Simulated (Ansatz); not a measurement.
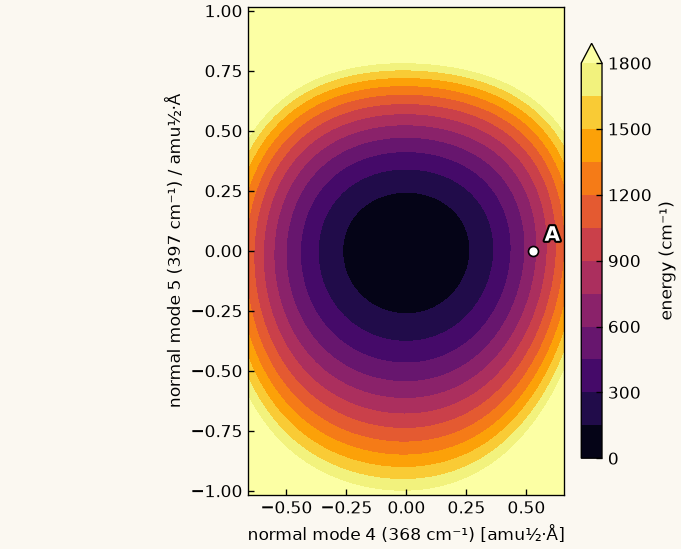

ClGeH4Si, SMILES [SiH3][GeH][Cl], spin multiplicity 2. Coordinates scanned: (1) normal mode 4 (368 cm⁻¹); (2) normal mode 5 (397 cm⁻¹). Nothing is relaxed (straight displacements along the two mass-weighted modes). The scan uses an 11 × 11 grid. Energies: cm⁻¹, counted from the lowest grid point. The calculation used UKS PBE-D4/def2-SVP in Ansatz.

Drawn: filled contours, one colour for all values above the top of the scale, the point A. Between grid points the surface is interpolated.

Q: Is A at rest? If not, where is it pushed?

A: A, at normal mode 4 (368 cm⁻¹) = 0.527 amu½·Å, normal mode 5 (397 cm⁻¹) = 0.000 amu½·Å, is not a stationary point. The computed force is 3100 cm⁻¹ for each amu½·Å towards smaller values of normal mode 4 (368 cm⁻¹) and 90 cm⁻¹ for each amu½·Å towards larger values of normal mode 5 (397 cm⁻¹).
